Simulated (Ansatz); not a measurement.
Start from MgSe in the rock salt structure (space group Fm-3m, No. 225; a = 5.450 Å).

Perturbation: every lattice vector is shortened by 1.50 %, atoms relaxed at fixed cell.

Level of theory: Ansatz (a program for electronic structure) PBEsol, scalar-relativistic without spin-orbit coupling.

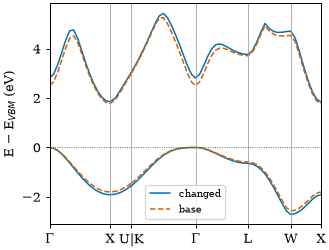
*Highest valence and lowest conduction band along the path, each from its own valence-band maximum*

The gap is 1.85 eV, indirect, Γ → X; the base has 1.78 eV.

The cells carry an imposed strain or load. No phonon test of stability was made.
